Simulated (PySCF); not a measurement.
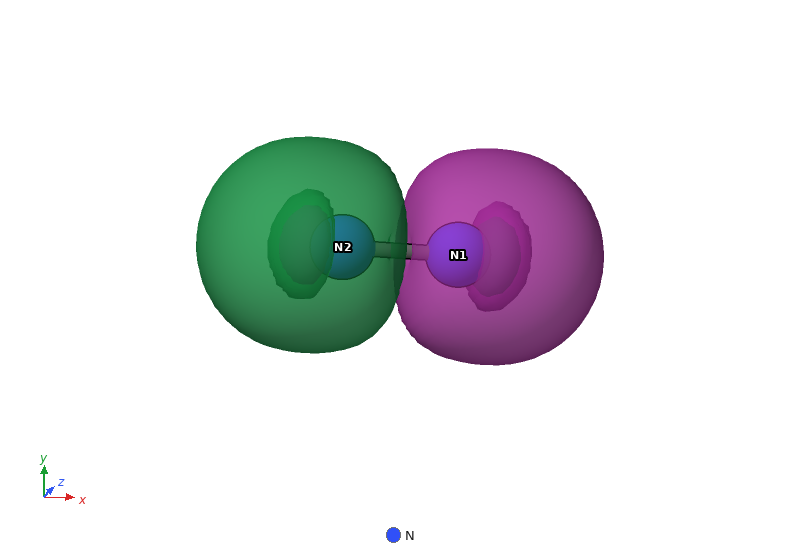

Figure 1: N₂, SMILES `N#N`. Change of the electron density in a uniform field of 0.10 V/Å, surfaces at ±0.0006 e/Å³ (green: gain, purple: loss).

PySCF calculation, PBE/aug-cc-pVDZ, gas phase; geometry: GFN2-xTB. No frequency check shows the geometry to be a minimum.

The field was applied in both directions; the picture shows the one opposite to the script's first.

Question: Along which Cartesian direction does the field point?

Answer: Along +x: electrons gather on the −x side, against the field.

Question: How large is the response?

Answer: The induced dipole is 0.08 D (along the field); α along this axis, from the fields in both directions, is 15 bohr³ (2.3 Å³).

Cost of the run: 1.3 s on 1 thread of AMD EPYC 9R45 (Zen 5), with other jobs on the host, peak memory 0.19 GiB.
